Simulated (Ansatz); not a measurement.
# BNH3F3 (SMILES [NH3+][B-](F)(F)F): levels of theory compared

Wanted: a comparison of 6 runs (HF/def2-SVP, B3LYP/6-31G*, B3LYP/def2-SVP, PBE0/6-31G**, wB97X/6-31G**, PBE/def2-TZVP) of BNH3F3. 

Program for the calculation: Ansatz 0.2.0.

3 further runs of the same task are left out: 2 for a known fault of the program, 1 set aside as unsound or not needed.

### Step 1. The structure to begin with

The species is BNH3F3 (8 atoms), meant as a singlet with charge 0. SMILES: `[NH3+][B-](F)(F)F`. The coordinates come from a PBE0-D4/def2-TZVP relaxation.

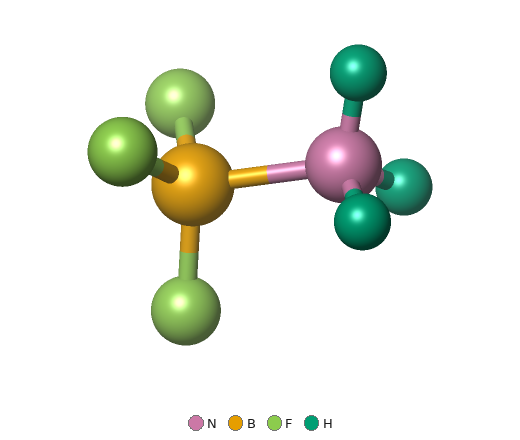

The structure, seen from a chosen angle (nitrogen pink, boron amber, fluorine green, hydrogen teal).

### Step 2. Energy and gradient at HF/def2-SVP (run 1)

The input, run.yaml:

```yaml
crystal:
  periodic: [false, false, false]
  atoms:
    - {symbol: N, position_ang: [-0.501800, -0.052400, 0.645700]}
    - {symbol: B, position_ang: [0.531500, 0.038700, -0.668100]}
    - {symbol: F, position_ang: [1.521100, -0.860400, -0.378100]}
    - {symbol: F, position_ang: [-0.251400, -0.312100, -1.733900]}
    - {symbol: F, position_ang: [0.943600, 1.343300, -0.679400]}
    - {symbol: H, position_ang: [-1.280300, 0.587300, 0.522000]}
    - {symbol: H, position_ang: [-0.006300, 0.194600, 1.496700]}
    - {symbol: H, position_ang: [-0.864300, -0.996100, 0.739300]}
basis:
  gaussian:
    orbitals: def2-SVP
hamiltonian:
  xc: hf
accuracy: high
output: {forces: true, orbitals: {seedname: orbitals}}
```

Command:

```bash
$ ansatz run run.yaml --threads 1 --pin off --max-ram 2610MiB --events-out events.jsonl --progress --plain --runs-dir runs
```

Output:

```text
Warning: RAYON_NUM_THREADS=1 ignored (pool sized by the plan → 1); use --threads N
Functional definition: HF
  name "HF"
  exchange = exact_x
  correlation = 0
1959 factors; integrals over basis functions are off by at most 3.4e-9 eV
mean field evaluation 1: about -10313.1613 eV, gradient 4.1e1 eV
mean field evaluation 2: about -10313.2510 eV, gradient 4.1e1 eV
mean field evaluation 4: about -10316.3737 eV, gradient 2.7e0 eV
mean field evaluation 8: about -10316.4048 eV, gradient 1.9e-1 eV
mean field -10316.40489994 eV, -379.1208873626 hartree, gradient 2.4e-8 eV, S^2 0.000000; 0 other end points of the search recorded, 0 dependent functions left out
the calculation of the forces begins
reference -10316.40489994 eV, -379.1208873626 hartree; 21, 21 occupied and 64, 64 virtual orbitals, 1959 factors
Total energy: -10316.40489994 eV, -379.1208873626 hartree
Atom 0 at    -0.501800    -0.052400     0.645700 Å, force    -0.106469    -0.012089     0.140552 eV/Å
Atom 1 at     0.531500     0.038700    -0.668100 Å, force     0.212347     0.020632    -0.273167 eV/Å
Atom 2 at     1.521100    -0.860400    -0.378100 Å, force    -0.421137     0.376134    -0.113091 eV/Å
Atom 3 at    -0.251400    -0.312100    -1.733900 Å, force     0.322300     0.146056     0.455168 eV/Å
Atom 4 at     0.943600     1.343300    -0.679400 Å, force    -0.179106    -0.548335     0.013355 eV/Å
Atom 5 at    -1.280300     0.587300     0.522000 Å, force     0.251210    -0.221355     0.063103 eV/Å
Atom 6 at    -0.006300     0.194600     1.496700 Å, force    -0.188441    -0.087364    -0.274362 eV/Å
Atom 7 at    -0.864300    -0.996100     0.739300 Å, force     0.109296     0.326321    -0.011558 eV/Å
Dipole moment:    -0.843240    -0.074461     1.072375 e Å
```

It took 4.8 s on 1 thread of AMD EPYC 7R43 (Zen 3), shared host.

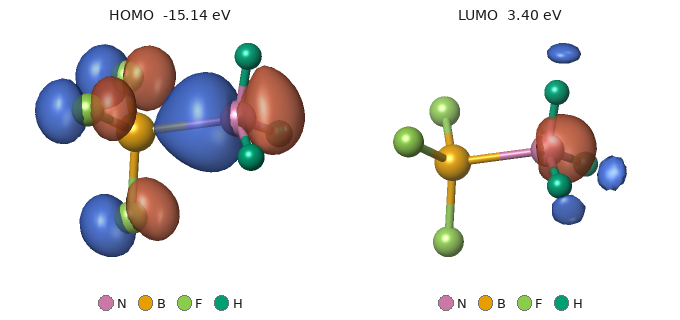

Frontier orbitals of this run, surfaces at ±0.2 Å^-3/2.

### Step 3. Energy and gradient at B3LYP/6-31G(d) (spherical functions) (run 2)

The input, input.yaml:

```yaml
crystal:
  periodic: [false, false, false]
  atoms:
    - {symbol: N, position_ang: [-0.501800, -0.052400, 0.645700]}
    - {symbol: B, position_ang: [0.531500, 0.038700, -0.668100]}
    - {symbol: F, position_ang: [1.521100, -0.860400, -0.378100]}
    - {symbol: F, position_ang: [-0.251400, -0.312100, -1.733900]}
    - {symbol: F, position_ang: [0.943600, 1.343300, -0.679400]}
    - {symbol: H, position_ang: [-1.280300, 0.587300, 0.522000]}
    - {symbol: H, position_ang: [-0.006300, 0.194600, 1.496700]}
    - {symbol: H, position_ang: [-0.864300, -0.996100, 0.739300]}
basis:
  gaussian:
    orbitals: 6-31G_st_-spherical.json
hamiltonian:
  xc: {name: B3LYP}
accuracy: high
output:
  forces: true
  orbitals: {seedname: orbitals}
```

The basis set 6-31G* is read from a file made from the Basis Set Exchange's data (not shown).

Command:

```bash
$ ansatz run input.yaml --threads 1 --pin off --max-ram 2610MiB --events-out events.jsonl --progress --plain --runs-dir runs
```

Output, cut to the lines that bear on the results:

```text
Warning: RAYON_NUM_THREADS=1 ignored (pool sized by the plan → 1); use --threads N
Functional definition: B3LYP
  name "B3LYP"
[...]
1788 factors; integrals over basis functions are off by at most 3.2e-9 eV
[...]
mean field -10371.10895548 eV, -381.1312243236 hartree, gradient 2.5e-8 eV, S^2 0.000000; 0 other end points of the search recorded, 0 dependent functions left out
[...]
reference -10371.10898400 eV, -381.1312253720 hartree; 21, 21 occupied and 55, 55 virtual orbitals, 1788 factors
Total energy: -10371.10898400 eV, -381.1312253720 hartree
Atom 0 at    -0.501800    -0.052400     0.645700 Å, force     0.036362     0.000677    -0.041463 eV/Å
Atom 1 at     0.531500     0.038700    -0.668100 Å, force     0.243269     0.023295    -0.312302 eV/Å
Atom 2 at     1.521100    -0.860400    -0.378100 Å, force     0.110235    -0.153784     0.116632 eV/Å
Atom 3 at    -0.251400    -0.312100    -1.733900 Å, force    -0.182774    -0.063192    -0.107763 eV/Å
Atom 4 at     0.943600     1.343300    -0.679400 Å, force     0.014500     0.210261     0.066889 eV/Å
Atom 5 at    -1.280300     0.587300     0.522000 Å, force    -0.196109     0.136664     0.007055 eV/Å
Atom 6 at    -0.006300     0.194600     1.496700 Å, force     0.079169     0.050337     0.216628 eV/Å
Atom 7 at    -0.864300    -0.996100     0.739300 Å, force    -0.104653    -0.204258     0.054324 eV/Å
Dipole moment:    -0.786583    -0.069449     1.000305 e Å
```

Wall time 11 s (1 thread of AMD EPYC 7R43 (Zen 3), shared host).

### Step 4. Energy and forces at B3LYP/def2-SVP (run 3)

The input, molecule.yaml:

```yaml
crystal:
  periodic: [false, false, false]
  atoms:
    - {symbol: "N", position_ang: [-0.501800, -0.052400, 0.645700]}
    - {symbol: B, position_ang: [0.531500, 0.038700, -0.668100]}
    - {symbol: F, position_ang: [1.521100, -0.860400, -0.378100]}
    - {symbol: F, position_ang: [-0.251400, -0.312100, -1.733900]}
    - {symbol: F, position_ang: [0.943600, 1.343300, -0.679400]}
    - {symbol: H, position_ang: [-1.280300, 0.587300, 0.522000]}
    - {symbol: H, position_ang: [-0.006300, 0.194600, 1.496700]}
    - {symbol: H, position_ang: [-0.864300, -0.996100, 0.739300]}
basis:
  gaussian:
    orbitals: def2-SVP
hamiltonian:
  xc: {name: B3LYP}
accuracy: high
output: {forces: true, orbitals: {seedname: orbitals}}
```

Command:

```bash
$ ansatz run molecule.yaml --threads 1 --pin off --max-ram 2610MiB --events-out events.jsonl --progress --plain --runs-dir runs
```

Output, cut to the lines that bear on the results:

```text
Warning: RAYON_NUM_THREADS=1 ignored (pool sized by the plan → 1); use --threads N
[... 2 set-up lines as earlier in the session ...]
[...]
1959 factors; integrals over basis functions are off by at most 3.4e-9 eV
[...]
mean field -10363.80411621 eV, -380.8627764320 hartree, gradient 1.4e-8 eV, S^2 0.000000; 0 other end points of the search recorded, 0 dependent functions left out
[...]
reference -10363.80415080 eV, -380.8627777033 hartree; 21, 21 occupied and 64, 64 virtual orbitals, 1959 factors
Total energy: -10363.80415080 eV, -380.8627777033 hartree
Atom 0 at    -0.501800    -0.052400     0.645700 Å, force     0.123641     0.008336    -0.152417 eV/Å
Atom 1 at     0.531500     0.038700    -0.668100 Å, force     0.156726     0.015615    -0.202191 eV/Å
Atom 2 at     1.521100    -0.860400    -0.378100 Å, force     0.048833    -0.070940     0.056122 eV/Å
Atom 3 at    -0.251400    -0.312100    -1.733900 Å, force    -0.085574    -0.029393    -0.046986 eV/Å
Atom 4 at     0.943600     1.343300    -0.679400 Å, force     0.004819     0.095960     0.033356 eV/Å
Atom 5 at    -1.280300     0.587300     0.522000 Å, force    -0.268928     0.210523    -0.026580 eV/Å
Atom 6 at    -0.006300     0.194600     1.496700 Å, force     0.150731     0.079710     0.293386 eV/Å
Atom 7 at    -0.864300    -0.996100     0.739300 Å, force    -0.130247    -0.309810     0.045311 eV/Å
Dipole moment:    -0.809646    -0.071487     1.029637 e Å
```

It took 13 s on 1 thread of AMD EPYC 7R43 (Zen 3), shared host.

Runs 4 to 5 aren't shown in full; the table further down has their settings and results.

### Step 5. Energy and gradient at PBE/def2-TZVP (run 6)

input.yaml, as its differences from that of step 3:

```diff
@@ -13,5 +13,5 @@
   gaussian:
-    orbitals: 6-31G_st_-spherical.json
+    orbitals: def2-TZVP
 hamiltonian:
-  xc: {name: B3LYP}
+  xc: pbe
 accuracy: high
```

Command:

```bash
$ ansatz run input.yaml --threads 1 --pin off --max-ram 2610MiB --events-out events.jsonl --progress --plain --runs-dir runs
```

Output, cut to the lines that bear on the results:

```text
Warning: RAYON_NUM_THREADS=1 ignored (pool sized by the plan → 1); use --threads N
Functional definition: PBE
  name "PBE"
[...]
3039 factors; integrals over basis functions are off by at most 4.0e-9 eV
[...]
mean field -10365.55674642 eV, -380.9271844043 hartree, gradient 6.2e-8 eV, S^2 0.000000; 0 other end points of the search recorded, 0 dependent functions left out
[...]
reference -10365.55675052 eV, -380.9271845548 hartree; 21, 21 occupied and 152, 152 virtual orbitals, 3039 factors
Total energy: -10365.55675052 eV, -380.9271845548 hartree
Atom 0 at    -0.501800    -0.052400     0.645700 Å, force     0.041702     0.001250    -0.048505 eV/Å
Atom 1 at     0.531500     0.038700    -0.668100 Å, force    -0.077813    -0.005215     0.096346 eV/Å
Atom 2 at     1.521100    -0.860400    -0.378100 Å, force     0.479712    -0.436387     0.141570 eV/Å
Atom 3 at    -0.251400    -0.312100    -1.733900 Å, force    -0.379760    -0.170576    -0.516143 eV/Å
Atom 4 at     0.943600     1.343300    -0.679400 Å, force     0.199441     0.631937    -0.004472 eV/Å
Atom 5 at    -1.280300     0.587300     0.522000 Å, force    -0.294536     0.234259    -0.034822 eV/Å
Atom 6 at    -0.006300     0.194600     1.496700 Å, force     0.171923     0.089032     0.321001 eV/Å
Atom 7 at    -0.864300    -0.996100     0.739300 Å, force    -0.140669    -0.344300     0.045026 eV/Å
Dipole moment:    -0.775400    -0.068463     0.986084 e Å
```

Wall time 30 s (1 thread of AMD EPYC 7R43 (Zen 3), shared host); peak memory 0.67 GiB.

### Step 6. Overview of the runs

| run | level | energy (Eh) | dipole moment (D) | HOMO energy (eV) | LUMO energy (eV) | wall time |
| --- | --- | --- | --- | --- | --- | --- |
| 1 | HF/def2-SVP | -379.120887 | 6.56 | -15.14 | 3.40 | 4.8 s |
| 2 | B3LYP/6-31G* (spherical functions) | -381.131225 | 6.12 | -9.06 | 0.67 | 11 s |
| 3 | B3LYP/def2-SVP | -380.862778 | 6.30 | -9.43 | 0.01 | 13 s |
| 4 | PBE0/6-31G** (spherical functions) | -380.760218 | 6.15 | -9.48 | 1.13 | 13 s |
| 5 | wB97X/6-31G** (spherical functions) | -381.056579 | 6.18 | -12.01 | 3.48 | 32 s |
| 6 | PBE/def2-TZVP | -380.927185 | 6.03 | -8.06 | -1.01 | 30 s |

### Step 7. What came out

```
                       quantity          value
            run 6: total energy  -380.92718 Eh
           run 6: dipole moment         6.03 D
             run 6: HOMO energy       -8.06 eV
             run 6: LUMO energy       -1.01 eV
           run 6: HOMO–LUMO gap        7.05 eV
run 6: largest force on an atom     0.664 eV/Å
```

**Reading.** The dipole moment (its size) runs from 6.03 D (PBE/def2-TZVP) to 6.56 D (HF/def2-SVP). The two ends differ in method and basis. The HOMO–LUMO gap runs from 7.05 eV (PBE/def2-TZVP) to 18.54 eV (HF/def2-SVP). Totals of different functionals can't be ranked against each other. All runs together took 1.7 min, the longest 32 s.
